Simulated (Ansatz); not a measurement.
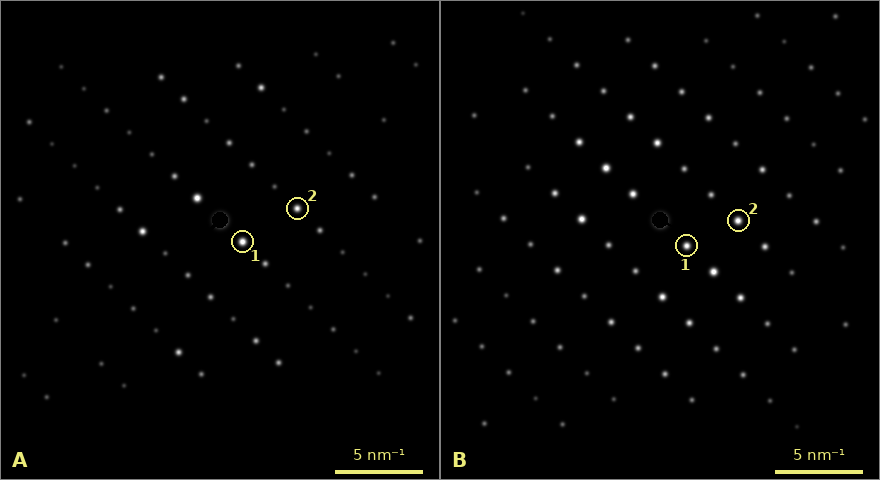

Kinematic electron diffraction patterns (300 kV, B = 0.5 Å², same scale) along [011] of the run's own cell, for the start and the end of one relaxation of Li3B with DFT PBE, scalar-relativistic, plane waves, PAW (Ansatz). k mesh 8×10×8. The start is a generated model structure, and the relaxation ends in the nearest stationary point of its symmetry, not necessarily the ground state. Spot 1 is -1 0 0 and spot 2 is -2 -1 1 in both.

Start structure:

```yaml
crystal:
  lattice:
    - [5.29875, 0.00000, 0.00000]
    - [0.00000, 4.04673, 0.00000]
    - [-2.59138, 0.00000, 4.67616]
  atoms:
    - { symbol: Li, position: [0.23718, 0.25000, 0.12563] }
    - { symbol: Li, position: [0.12571, 0.75000, 0.38914] }
    - { symbol: Li, position: [0.39274, 0.25000, 0.75871] }
    - { symbol: Li, position: [0.76282, 0.75000, 0.87437] }
    - { symbol: Li, position: [0.87429, 0.25000, 0.61086] }
    - { symbol: Li, position: [0.60726, 0.75000, 0.24129] }
    - { symbol: B, position: [0.82671, 0.25000, 0.16393] }
    - { symbol: B, position: [0.17329, 0.75000, 0.83607] }
```

Which pattern belongs to the start structure, and which to the relaxed one?

B is the start: its cell gives d(1) = 4.635 Å, d(2) = 2.216 Å and an angle of 43.4°. A is the relaxed structure, with d(1) = 5.497 Å (+18.6 %), d(2) = 2.216 Å (-0.0 %) and 52.4°.

Name reflections whose intensity changes strongly on relaxation.

2 3 -3, 3 -2 2, 5 2 -2 fade out of sight; 3 0 0 goes from 49 to 1.9 % of the strongest spot; 2 2 -2 goes from 25 to 0.79 % of the strongest spot; 2 -1 1 goes from 33 to 1.6 % of the strongest spot.

What did the relaxation do to the structure and the energy?

The volume changed by +15.1 % to 14.43 Å³ an atom; with the mean shift removed, the atoms moved by up to 1.60 Å relative to the cell (B most); the space group stayed P2_1/m (No. 11); the free energy fell by 430 meV an atom. Relaxed cell: a = 6.431 Å, b = 3.062 Å, c = 6.857 Å, α = 90.00°, β = 121.27°, γ = 90.00°.
